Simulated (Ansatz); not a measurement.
```xyz
9

N    -1.130    0.811   -0.971
Si    0.248    0.491    0.034
P    -0.123   -0.984    1.741
H    -1.400    0.125   -1.666
H    -1.950    1.243   -0.561
H     0.646    1.764    0.694
H     1.330    0.019   -0.871
H    -0.010   -2.159    0.941
H     1.236   -1.032    2.172
```

Question: Where will the first 6 clear peaks of this molecule's radial distribution curve from gas electron diffraction lie, and which pairs make them?

Answer: Peak 1, 1.01 Å: N–H 1.01 Å (×2)
Peak 2, 1.46 Å: P–H 1.43 Å (×2), Si–H 1.49 Å (×2), not resolved
Peak 3, 1.73 Å: Si–N 1.74 Å
Peak 4, 2.29 Å: P–Si 2.29 Å, Si···H 2.40 Å (×2), not resolved
Peak 5, 2.81 Å: Si···H 2.80–2.81 Å (×2)
Peak 6, 3.40 Å: P···H 3.15–3.69 Å (×2), P···N 3.40 Å, not resolved; in its flanks P···H 3.04–3.80 Å

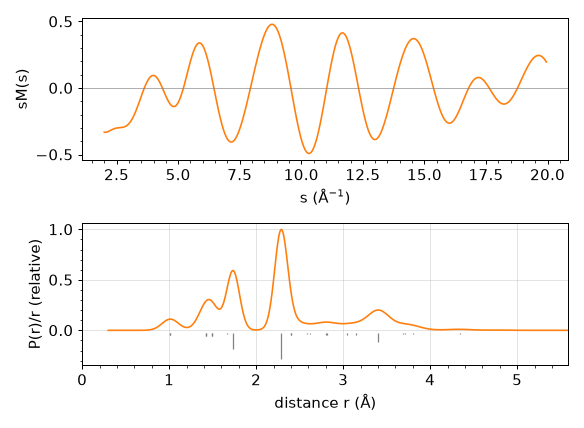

Simulated gas electron diffraction: reduced molecular intensity sM(s) from the Debye equation in the first Born approximation (top) and the radial distribution curve (bottom) of H6NPSi. Each pair of atoms contributes with weight ZᵢZⱼ/r (bars below the curve); damping constant 0.0015 Å²; vibrational amplitudes assumed, not computed: 0.05 Å for bonds, 0.078 Å for bonds to H, 0.06 + 0.015 r up to 0.15 Å for other pairs. The geometry is the end point of an optimisation (RKS B3LYP-D4/6-31G* in Ansatz); it may be a saddle point or a higher isomer.
